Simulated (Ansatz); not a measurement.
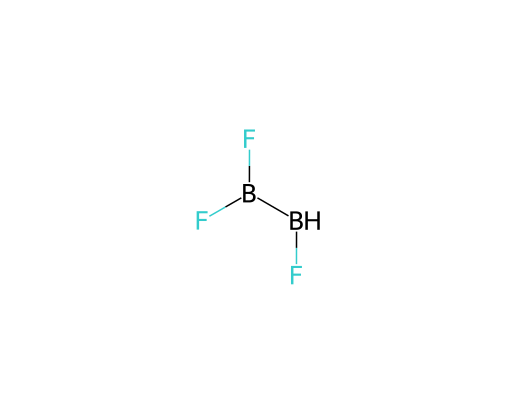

Structural formula above. The computed structure is the end point of a PBE-D4/def2-SVP optimisation. No frequency run is at hand to confirm it as a minimum.

What does the molecule look like in three dimensions?

The molecule is B₂F₃H. Its SMILES string is `FBB(F)F`. It has no ring. Among its groups: B–H bond. Coordination: 2 B trigonal planar.

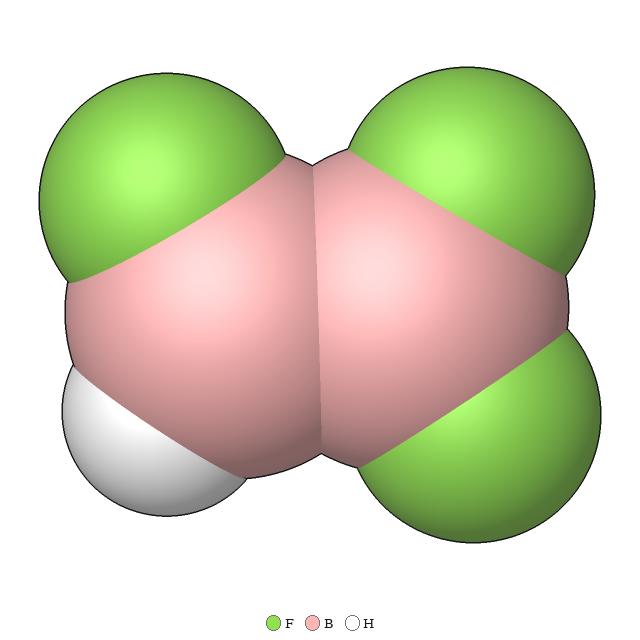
